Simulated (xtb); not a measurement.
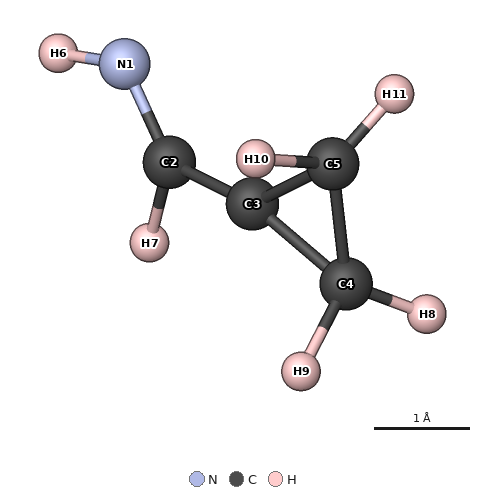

The structure as given in the input (ball-and-stick view, seen at a tilt; atoms are numbered from 1 in the order of the input).

# Geometry relaxation of C4H6N (part 1 of 4)

- system: C4H6N, multiplicity 2, SMILES N=C[C]1CC1
- method: GFN2-xTB (xtb 6.7.1)

### The input (input.xyz)
```
11

N      0.04252     2.07698    -0.91441
C     -0.44864     1.35176    -0.17974
C     -0.07639     0.03315     0.10735
C     -0.24770    -1.30170     0.59188
C      0.90067    -1.16447    -0.26388
H     -0.29362     3.03524    -0.91957
H     -1.41383     1.68135     0.42614
H     -1.05077    -1.89075     0.39293
H      0.02270    -1.41475     1.75024
H      1.94561    -0.87717     0.26519
H      0.93158    -1.48805    -1.19470
```

### File xtb.inp
```
$opt
   hessian=swart
$end
```

Command:
```bash
xtb input.xyz --opt tight -I xtb.inp --gfn2 --chrg 0 -u 1 > xtb.out
```

### Log
```
* xtb version 6.7.1
   ID    Z sym.   atoms
    1    7 N      1
    2    6 C      2-5
    3    1 H      6-11

           -------------------------------------------------
          |                Calculation Setup                |
           -------------------------------------------------

          program call               : xtb input.xyz --opt tight -I xtb.inp --gfn2 --chrg 0 -u 1
          coordinate file            : input.xyz
          omp threads                :                     1

           -------------------------------------------------
          |                 G F N 2 - x T B                 |
           -------------------------------------------------

      * Hamiltonian:
        H0-scaling (s, p, d)           1.850000    2.230000    2.230000
        zeta-weighting                 0.500000
      * Dispersion:
        s8                             2.700000
        a1                             0.520000
        a2                             5.000000
        s9                             5.000000
      * Repulsion:
        kExp                           1.500000    1.000000
        rExp                           1.000000
      * Coulomb:
        alpha                          2.000000
        third order                    shell-resolved
        anisotropic                    true
        a3                             3.000000
        a5                             4.000000
        cn-shift                       1.200000
        cn-exp                         4.000000
        max-rad                        5.000000

          ...................................................
          :                      SETUP                      :
          :.................................................:
          :  # basis functions                  26          :
          :  # atomic orbitals                  26          :
          :  # shells                           16          :
          :  # electrons                        27          :
          :  max. iterations                   250          :
          :  Hamiltonian                  GFN2-xTB          :
          :  restarted?                      false          :
          :  GBSA solvation                  false          :
          :  PC potential                    false          :
          :  electronic temp.          300.0000000     K    :
          :  accuracy                    1.0000000          :
          :  -> integral cutoff          0.2500000E+02      :
          :  -> integral neglect         0.1000000E-07      :
          :  -> SCF convergence          0.1000000E-05 Eh   :
          :  -> wf. convergence          0.1000000E-03 e    :
          :  Broyden damping             0.4000000          :
          :  net charge                          0          :
          :  unpaired electrons                  1          :
          ...................................................

 iter      E             dE          RMSdq      gap      omega  full diag
   1    -14.6119187 -0.146119E+02  0.351E+00    5.36       0.0  T
   2    -14.6338527 -0.219340E-01  0.213E+00    5.03       1.0  T
   3    -14.6338670 -0.142726E-04  0.105E+00    5.23       1.0  T
   4    -14.6369528 -0.308580E-02  0.406E-01    5.06       1.0  T
   5    -14.6377937 -0.840894E-03  0.739E-02    5.12       1.0  T
   6    -14.6378142 -0.205282E-04  0.287E-02    5.12       1.1  T
   7    -14.6378143 -0.108718E-06  0.417E-03    5.12       7.2  T
   8    -14.6378144 -0.102261E-06  0.191E-03    5.12      15.8  T
   9    -14.6378144 -0.297709E-08  0.564E-04    5.12      53.5  T
  10    -14.6378144 -0.140452E-08  0.153E-04    5.12     196.5  T

   *** convergence criteria satisfied after 10 iterations ***

         #    Occupation            Energy/Eh            Energy/eV
      -------------------------------------------------------------
         1        2.0000           -0.6596498             -17.9500
       ...           ...                  ...                  ...
         8        2.0000           -0.4983343             -13.5604
         9        2.0000           -0.4880768             -13.2812
        10        2.0000           -0.4571781             -12.4404
        11        2.0000           -0.4532025             -12.3323
        12        2.0000           -0.4087271             -11.1220
        13        2.0000           -0.3618426              -9.8462
        14        1.0000           -0.3370296              -9.1710 (HOMO)
        15                         -0.1490144              -4.0549 (LUMO)
        16                         -0.0859109              -2.3378
        17                          0.0089380               0.2432
        18                          0.0402831               1.0962
        19                          0.0662821               1.8036
       ...                                ...                  ...
        26                          1.0230827              27.8395
      -------------------------------------------------------------
                  HL-Gap            0.1880152 Eh            5.1162 eV
             Fermi-level           -0.2962290 Eh           -8.0608 eV

 SCC (total)                   0 d,  0 h,  0 min,  0.005 sec
 SCC setup                      ...        0 min,  0.000 sec (  1.763%)
 Dispersion                     ...        0 min,  0.000 sec (  1.167%)
 classical contributions        ...        0 min,  0.000 sec (  0.339%)
 integral evaluation            ...        0 min,  0.001 sec ( 13.615%)
 iterations                     ...        0 min,  0.002 sec ( 49.877%)
 molecular gradient             ...        0 min,  0.001 sec ( 29.936%)
 printout                       ...        0 min,  0.000 sec (  3.145%)

         :::::::::::::::::::::::::::::::::::::::::::::::::::::
         ::                     SUMMARY                     ::
         :::::::::::::::::::::::::::::::::::::::::::::::::::::
         :: total energy             -14.337442008511 Eh    ::
         :: gradient norm              0.425207374981 Eh/a0 ::
         :: HOMO-LUMO gap              5.116154034232 eV    ::
         ::.................................................::
         :: SCC energy               -14.637809976490 Eh    ::
         :: -> isotropic ES            0.010185495712 Eh    ::
         :: -> anisotropic ES          0.002472387340 Eh    ::
         :: -> anisotropic XC          0.014467642122 Eh    ::
         :: -> dispersion             -0.005348398661 Eh    ::
         :: repulsion energy           0.300367967979 Eh    ::
         :: add. restraining           0.000000000000 Eh    ::
         :: total charge              -0.000000000000 e     ::
         :::::::::::::::::::::::::::::::::::::::::::::::::::::

      -----------------------------------------------------------
     |                   =====================                   |
     |                        A N C O P T                        |
     |                   =====================                   |
     |               Approximate Normal Coordinate               |
     |                Rational Function Optimizer                |
      -----------------------------------------------------------
      -----------------------------------------------------------
     |                   =====================                   |
     |                        A N C O P T                        |
     |                   =====================                   |
     |               Approximate Normal Coordinate               |
     |                Rational Function Optimizer                |
      -----------------------------------------------------------

          ...................................................
          :                      SETUP                      :
          :.................................................:
          :   optimization level             tight          :
          :   max. optcycles                   200          :
          :   ANC micro-cycles                  20          :
          :   degrees of freedom                27          :
          :.................................................:
          :   RF solver                   davidson          :
          :   write xtbopt.log                true          :
          :   linear?                        false          :
          :   energy convergence         0.1000000E-05 Eh   :
          :   grad. convergence          0.8000000E-03 Eh/α :
          :   maxmium RF displ.          1.0000000          :
          :   Hlow (freq-cutoff)         0.1000000E-01      :
          :   Hmax (freq-cutoff)         5.0000000          :
          :   S6 in model hess.         20.0000000          :
          ...................................................

generating ANC from exact Hessian ...
Using Swart-Hessian
 Shifting diagonal of input Hessian by    0.0000000000000000
 Lowest  eigenvalues of input Hessian
    0.000000    0.000000    0.000000    0.000000    0.000000    0.000000
    0.023408    0.049571    0.115714    0.147955    0.171409    0.173781
    0.229714    0.250294    0.270292    0.301650    0.335733    0.411055
 Highest eigenvalues
    1.324903    1.414767    1.584915    1.705165    1.910788    2.245522

........................................................................
.............................. CYCLE    1 ..............................
........................................................................

 iter      E             dE          RMSdq      gap      omega  full diag
   1    -14.6378144 -0.146378E+02  0.714E-05    5.12       0.0  T
   2    -14.6378144 -0.187228E-11  0.433E-05    5.12     695.8  T
   3    -14.6378144 -0.540012E-12  0.100E-05    5.12    3000.6  T
     SCC iter.                  ...        0 min,  0.001 sec
     gradient                   ...        0 min,  0.001 sec
 * total energy  :   -14.3374420 Eh     change       -0.8194334E-10 Eh
   gradient norm :     0.4252086 Eh/α   predicted     0.0000000E+00 (-100.00%)
   displ. norm   :     0.2792622 α      lambda       -0.1113177E+00
   maximum displ.:     0.1291844 α      in ANC's #20, #25, #26, ...

........................................................................
.............................. CYCLE    2 ..............................
........................................................................

 iter      E             dE          RMSdq      gap      omega  full diag
   1    -14.6177290 -0.146177E+02  0.830E-01    4.18       0.0  T
   2    -14.6201517 -0.242274E-02  0.567E-01    4.39       1.0  T
   3    -14.6220758 -0.192409E-02  0.270E-01    4.30       1.0  T
   4    -14.6221284 -0.525871E-04  0.136E-01    4.29       1.0  T
   5    -14.6222312 -0.102773E-03  0.320E-02    4.31       1.0  T
   6    -14.6222342 -0.298411E-05  0.109E-02    4.31       2.8  T
   7    -14.6222343 -0.153233E-06  0.505E-03    4.31       6.0  T
   8    -14.6222344 -0.404624E-07  0.818E-04    4.31      36.9  T
   9    -14.6222344 -0.548695E-09  0.361E-04    4.31      83.4  T
     SCC iter.                  ...        0 min,  0.002 sec
     gradient                   ...        0 min,  0.001 sec
 * total energy  :   -14.3952662 Eh     change       -0.5782415E-01 Eh
   gradient norm :     0.1179314 Eh/α   predicted    -0.5999956E-01 (   3.76%)
   displ. norm   :     0.1619531 α      lambda       -0.1564486E-01
   maximum displ.:     0.1004366 α      in ANC's #20, #3, #12, ...

........................................................................
.............................. CYCLE    3 ..............................
........................................................................

 iter      E             dE          RMSdq      gap      omega  full diag
   1    -14.6266012 -0.146266E+02  0.312E-01    4.21       0.0  T
   2    -14.6267517 -0.150506E-03  0.162E-01    4.24       1.0  T
   3    -14.6267603 -0.851412E-05  0.943E-02    4.22       1.0  T
   4    -14.6267925 -0.321961E-04  0.393E-02    4.23       1.0  T
   5    -14.6268009 -0.842649E-05  0.114E-02    4.23       2.6  T
   6    -14.6268014 -0.495533E-06  0.296E-03    4.23      10.2  T
   7    -14.6268014 -0.548555E-07  0.106E-03    4.23      28.5  T
   8    -14.6268014 -0.108609E-08  0.261E-04    4.23     115.7  T
   9    -14.6268014 -0.214051E-09  0.816E-05    4.23     369.7  T
     SCC iter.                  ...        0 min,  0.002 sec
     gradient                   ...        0 min,  0.001 sec
 * total energy  :   -14.4061640 Eh     change       -0.1089784E-01 Eh
   gradient norm :     0.0555396 Eh/α   predicted    -0.8027606E-02 ( -26.34%)
   displ. norm   :     0.1246792 α      lambda       -0.5673819E-02
   maximum displ.:     0.0634037 α      in ANC's #20, #12, #17, ...

........................................................................
.............................. CYCLE    4 ..............................
........................................................................

 iter      E             dE          RMSdq      gap      omega  full diag
   1    -14.6345246 -0.146345E+02  0.211E-01    4.20       0.0  T
   2    -14.6346281 -0.103510E-03  0.121E-01    4.21       1.0  T
   3    -14.6346498 -0.217066E-04  0.709E-02    4.21       1.0  T
   4    -14.6346592 -0.936605E-05  0.288E-02    4.21       1.0  T
   5    -14.6346662 -0.705505E-05  0.536E-03    4.21       5.6  T
   6    -14.6346663 -0.430102E-07  0.167E-03    4.21      18.1  T
   7    -14.6346663 -0.109004E-07  0.726E-04    4.21      41.5  T
   8    -14.6346663 -0.960300E-09  0.249E-04    4.21     121.2  T
     SCC iter.                  ...        0 min,  0.002 sec
     gradient                   ...        0 min,  0.002 sec
 * total energy  :   -14.4094600 Eh     change       -0.3296002E-02 Eh
   gradient norm :     0.0329748 Eh/α   predicted    -0.2881009E-02 ( -12.59%)
   displ. norm   :     0.0554972 α      lambda       -0.1177708E-02
   maximum displ.:     0.0244229 α      in ANC's #17, #12, #5, ...

........................................................................
.............................. CYCLE    5 ..............................
........................................................................

 iter      E             dE          RMSdq      gap      omega  full diag
   1    -14.6387151 -0.146387E+02  0.904E-02    4.24       0.0  T
   2    -14.6387306 -0.155022E-04  0.533E-02    4.24       1.0  T
   3    -14.6387325 -0.191771E-05  0.302E-02    4.24       1.0  T
   4    -14.6387345 -0.200288E-05  0.103E-02    4.24       2.9  T
   5    -14.6387355 -0.976684E-06  0.255E-03    4.24      11.8  T
   6    -14.6387355 -0.175317E-07  0.674E-04    4.24      44.7  T
   7    -14.6387355 -0.898648E-09  0.335E-04    4.24      90.1  T
     SCC iter.                  ...        0 min,  0.002 sec
     gradient                   ...        0 min,  0.001 sec
 * total energy  :   -14.4103341 Eh     change       -0.8741087E-03 Eh
   gradient norm :     0.0198992 Eh/α   predicted    -0.5906660E-03 ( -32.43%)
   displ. norm   :     0.0596063 α      lambda       -0.7909428E-03
   maximum displ.:     0.0220215 α      in ANC's #17, #7, #12, ...

........................................................................
.............................. CYCLE    6 ..............................
........................................................................
```
